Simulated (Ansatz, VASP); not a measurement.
## Cross-check of Rb2SnHgTe4 between VASP and Ansatz

Wanted: the spread between two codes on one cell, functional and k mesh.

Method: plane waves, with VASP 6.6.1 beside it; relaxation of cell and atoms at LDA, in Ansatz 0.2.0.

## (1) Set-up

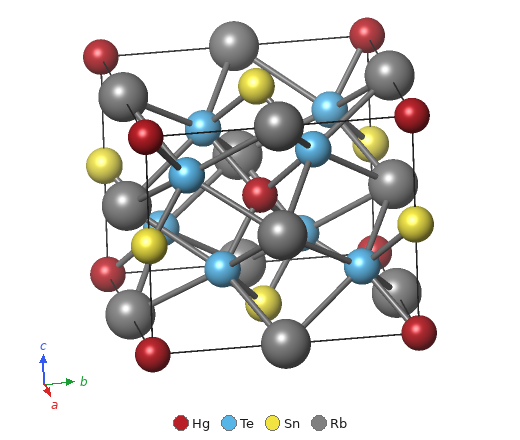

The cell as given, slightly off an axis (mercury red, tellurium blue, tin yellow, rubidium grey). This picture shows the conventional cell, with its axes. Bonds to atoms that aren't drawn are left out. Some periodic images of atoms are drawn too.

## (2) Ansatz: relaxation of cell and atoms, LDA

Ansatz runs on its default PAW (the set named soft_2) files.

The relaxed volume is the usual yardstick between codes: its relative difference is about their pressure difference at one cell divided by the bulk modulus.

Contents of input.yaml:

```yaml
crystal:
  lattice:
    - [-4.2829274481, 4.2829274481, 3.6209087673]
    - [4.2829274481, -4.2829274481, 3.6209087673]
    - [4.2829274481, 4.2829274481, -3.6209087673]
  atoms:
    - { symbol: Hg, position: [0.0, 0.0, 0.0] }
    - { symbol: Te, position: [0.918667993, 0.5642928414, 0.0] }
    - { symbol: Te, position: [0.081332007, 0.081332007, 0.6456248484] }
    - { symbol: Te, position: [0.5642928414, 0.918667993, 0.0] }
    - { symbol: Te, position: [0.4357071586, 0.4357071586, 0.3543751516] }
    - { symbol: Sn, position: [0.5, 0.5, 0.0] }
    - { symbol: Rb, position: [0.5, 0.0, 0.5] }
    - { symbol: Rb, position: [0.0, 0.5, 0.5] }
hamiltonian:
  xc: lda
  pseudopotentials: { kind: paw }
kpoints:
  mp_grid: { grid: [5, 5, 5] }
scf:
  occupations: { method: gaussian, width: 0.05 }
relax:
  f_tol: 0.01
  max_steps: 60
  cell: { stress_tol: 0.05 }
output:
  forces: true
  stress: true
```

The run is started by

```bash
$ ansatz run input.yaml --threads 4 --pin off --max-ram 9216MiB --backend cpu --events-out ev --progress --plain --runs-dir out
```

Numbers of over 12 decimals in the logs are rounded to 6 here.

The program printed:

```text
Engine: ansatz 0.2.0, aarch64-unknown-linux-gnu
Pseudopotentials: kind: paw
Pseudopotential: Hg, paw, valence charge 20, recommended cutoff 420 eV (normal), Hg.paw.azcp
Pseudopotential: Te, paw, valence charge 16, recommended cutoff 420 eV (normal), Te.paw.azcp
Pseudopotential: Sn, paw, valence charge 14, recommended cutoff 420 eV (normal), Sn.paw.azcp
Pseudopotential: Rb, paw, valence charge 9, recommended cutoff 420 eV (normal), Rb.paw.azcp
Functional definition: SPW92
  exchange = slater_x
  correlation = pw_c
Crystal: 8 atoms, lattice volume = 265.680 Å³
Basis set: ecut = 420 eV, 5153 PW (Γ)
Bands: 70, of which v1, the nominal top of the filled ones, is band 58 counted from 1 (57 counted from 0)
Symmetry: 8 space group operations
Space group: I-42m (ITA 121), of the structure as read, at distance tolerance 6.4e-5 Å
k-points: 18 of 125 (time reversal used)
Non-local potential: Hg, projectors of the file, l = 0: 3, l = 1: 2, l = 2: 2, l = 3: 1
Non-local potential: Te, projectors of the file, l = 0: 2, l = 1: 2, l = 2: 2, l = 3: 2
Non-local potential: Sn, projectors of the file, l = 0: 2, l = 1: 2, l = 2: 2, l = 3: 2
Non-local potential: Rb, projectors of the file, l = 0: 3, l = 1: 2, l = 2: 2
PAW form: soft (Blöchl's): semilocal exchange-correlation on the pseudo side does not see the compensation charge
PAW frozen core: Hg, regenerated for the run's functional, and the local potential with it (the file was generated under x = pbe(κ = 0.804, μ = 0.219515), c = pbe(β = 0.066725))
PAW frozen core: Te, regenerated for the run's functional, and the local potential with it (the file was generated under x = pbe(κ = 0.804, μ = 0.219515), c = pbe(β = 0.066725))
PAW frozen core: Sn, regenerated for the run's functional, and the local potential with it (the file was generated under x = pbe(κ = 0.804, μ = 0.219515), c = pbe(β = 0.066725))
PAW frozen core: Rb, regenerated for the run's functional, and the local potential with it (the file was generated under x = pbe(κ = 0.804, μ = 0.219515), c = pbe(β = 0.066725))
PAW one-centre angular grid: Hg, 590 points (default); XC on 64 Gauss nodes
PAW one-centre angular grid: Te, 590 points (default); XC on 64 Gauss nodes
PAW one-centre angular grid: Sn, 590 points (default); XC on 64 Gauss nodes
PAW one-centre angular grid: Rb, 110 points (default); XC on 64 Gauss nodes
Initial density: superposition of atomic densities (neutral atoms: chi_scale 0, normalization atom), corrected by the library's trained network
Initial wavefunctions: pseudopotential atomic-orbital guess
Functional: x = slater, c = lda
SCF iter   1: F=—  HF=-53056.805638 eV  |F-HF|=—  |Δ(HF+E_count)|=         —  Δρ=4.88e-3  dr2=2.88e-2  ethr=1.77e-3  ⟨swp⟩=7.2  Hψ=5137  notcnv=0  defer=23
preconditioner: auto → Resta (q_TF=auto, 2.376 Å⁻¹)  ε∞=3.7  [insulator: Δε(μ)=0.643 eV  Ē_g=10.194 eV  σ=0.050 eV  W_gap=1.00  n_scr=70 (ndim 8)  ℏωp=16.7 eV  f_vac=0.000  D(μ)=0.00/eV (n_scr^D=0)  ε∞_Penn≈3.7]
SCF iter   2: F=—  HF=-53056.799017 eV  |F-HF|=—  |Δ(HF+E_count)|=   6.62e-3  Δρ=2.41e-3  dr2=6.58e-3  ethr=2.48e-5  ⟨swp⟩=2.2  Hψ=2193  notcnv=0  defer=64
SCF iter   3: F=—  HF=-53056.798392 eV  |F-HF|=—  |Δ(HF+E_count)|=   6.25e-4  Δρ=4.47e-4  dr2=3.70e-4  ethr=5.68e-6  ⟨swp⟩=2.8  Hψ=2304  notcnv=0  defer=64
SCF iter   4: F=—  HF=-53056.798423 eV  |F-HF|=—  |Δ(HF+E_count)|=   3.15e-5  Δρ=1.06e-4  dr2=3.46e-5  ethr=3.19e-7  ⟨swp⟩=2.4  Hψ=1843  notcnv=0  defer=64
SCF iter   5: F=—  HF=-53056.798611 eV  |F-HF|=—  |Δ(HF+E_count)|=   1.88e-4  Δρ=3.07e-5  dr2=3.21e-6  ethr=2.99e-8  ⟨swp⟩=2.0  Hψ=2178  notcnv=0  defer=64
SCF iter   6: F=—  HF=-53056.798611 eV  |F-HF|=—  |Δ(HF+E_count)|=   7.63e-8  Δρ=6.82e-6  dr2=1.75e-7  ethr=2.77e-9  ⟨swp⟩=2.0  Hψ=2178  notcnv=0  defer=64
SCF iter   7: F=-53056.798611 eV  HF=-53056.798611 eV  |F-HF|=8.05e-9  |Δ(HF+E_count)|=   1.44e-8  Δρ=1.73e-6  dr2=1.37e-8  ethr=8.62e-11  ⟨swp⟩=5.0  Hψ=4439  notcnv=0
SCF 1 converged in 7 iterations: F = -53056.798611 eV  dr2 = 1.37e-8
  greatest PAW one-centre occupation: 1.000 electrons in one spin orbital (limit 2), on the Hg atom at site 0 (counted from 0), in its partial waves of l = 0
relax step   1: F+E_penalty+E_count = -53056.79861146 eV  Δ(F+E_penalty+E_count) = +0.000e0 eV  max|allowed force component| = 1.628e-2 eV/Å  Δτ_max = 0.0000 Å  P = -0.047 GPa  Ω = 265.680 Å³  (7 SCF iters, dr2 threshold 1.00e-7 eV, accepted)
[...]
relax step   2: F+E_penalty+E_count = -53056.79899759 eV  Δ(F+E_penalty+E_count) = -3.861e-4 eV  max|allowed force component| = 7.244e-3 eV/Å  Δτ_max = 0.0043 Å  P = +0.035 GPa  Ω = 265.685 Å³  energy of the carried Pulay correction = -8.196e-7 eV  (4 SCF iters, dr2 threshold 5.02e-8 eV, accepted)
[...]
relax step   3: F+E_penalty+E_count = -53056.79898888 eV  Δ(F+E_penalty+E_count) = +8.716e-6 eV  max|allowed force component| = 7.239e-3 eV/Å  Δτ_max = 0.0000 Å  P = +0.035 GPa  Ω = 265.685 Å³  stress off target by 4.47e-2 GPa  SCF on the basis re-selected at this cell (its energy is not comparable with the rows above)  (5 SCF iters)
basis re-selected at this cell: Δ(F+E_penalty+E_count) = +8.716e-6 eV, ΔP = +0.000 GPa vs the last step (what re-selecting the basis moved, of the pressure what is left beyond the Pulay correction that the steps carried, after the strain that the cell walked since its last selection, with what the two solves' SCF thresholds leave and, on support functions, any second-order correction that the steps lacked; it is no m [...]
SCF converged after 5 iterations
Free energy (F): -53056.798989 eV
Harris-Foulkes:  -53056.798989 eV  (|F-HF|=7.28e-12)
Internal energy: -53056.798989 eV  (E = F + TS)
E sigma→0 (E₀):  -53056.798989 eV
Fermi energy:    7.733419 eV
--- Per-component energies (eV) ---
  E_band       = -1820.610326
  E_kinetic    = 1909.141166
  E_local      = -11541.867485  (includes V_loc(G=0)·N_el)
  E_nonlocal   = -809.912587
  E_hartree    = 6047.353367
  E_xc         = -1352.840726
  E_vxc        = -1054.848679  (∫ρ·V_xc dr)
  E_paw        = -36740.774366  (= ΣΔE_a)
  E_vpaw       = -2417.829611  (= ΣTr[D̂ρ^β])
  E_aug_tail   = 0.000020  (compensation charges beyond the density's cutoff)
  E_ewald      = -10572.156531
  E_core_change = 4.258154  (= ΣΔE_core)
  E_smearing   = -0.000000  (= −TS)
  E_closure    = 0.000000  (closes the sum)
  Σ components = -53056.798989   (vs F -53056.798989, Δ=0.00e0)
--- Forces (eV/Å), atoms counted from 1 ---
  atom   1  Hg     0.00000000    -0.00000000     0.00000000
  atom   2  Te    -0.00723866     0.00723866     0.00357598
  atom   3  Te    -0.00723866    -0.00723866    -0.00357598
  atom   4  Te     0.00723866    -0.00723866     0.00357598
  atom   5  Te     0.00723866     0.00723866    -0.00357598
  atom   6  Sn     0.00000000    -0.00000000     0.00000000
  atom   7  Rb    -0.00000000     0.00000000     0.00000000
  atom   8  Rb     0.00000000    -0.00000000     0.00000000
  max |Σ_I F_I| component: 3.21e-17 eV/Å
--- Stress (GPa, compression-positive) ---
        0.044737       0.000000       0.000000
        0.000000       0.044737       0.000000
        0.000000       0.000000       0.014899
  P = ⅓ Tr σ = 0.0348 GPa (0.348 kbar)
--- Relaxed structure (2 steps of the walk, 2 accepted, 1 SCFs on fresh bases) ---
  F+E_penalty+E_count = -53056.79898888 eV   max|allowed force component| = 7.239e-3 eV/Å   (the final SCF, on the basis selected at the relaxed cell)
  cell:  # Å, volume = 265.6850 Å³
    - [-4.286974, 4.286974, 3.614143]
    - [4.286974, -4.286974, 3.614143]
    - [4.286974, 4.286974, -3.614143]
  atoms:
    - { symbol: Hg, position: [0, 0, 0] }
    - { symbol: Te, position: [0.918425, 0.564745, 0.0] }
    - { symbol: Te, position: [0.081575, 0.081575, 0.646320] }
    - { symbol: Te, position: [0.564745, 0.918425, 0.0] }
    - { symbol: Te, position: [0.435255, 0.435255, 0.353680] }
    - { symbol: Sn, position: [0.500000, 0.500000, 0] }
    - { symbol: Rb, position: [0.500000, 0, 0.500000] }
    - { symbol: Rb, position: [0, 0.500000, 0.500000] }
```

Wall time 24 s (4 threads of Arm Neoverse V2, shared host); peak memory 0.8 GiB.

[end of part 1 of 2]

[Lines on the potential files, build, host, timing and source positions are cut from VASP's logs without a mark.]

[Logs are printed without paths, hosts, clocks, repeated set-up lines and the standing remarks that a program may print on its own settings, such as how far it seeks lower states.]

[Hosts, paths, dates, database ids (printed as entryN), source tags and the programs' standing remarks are cut or masked in the printed files.]
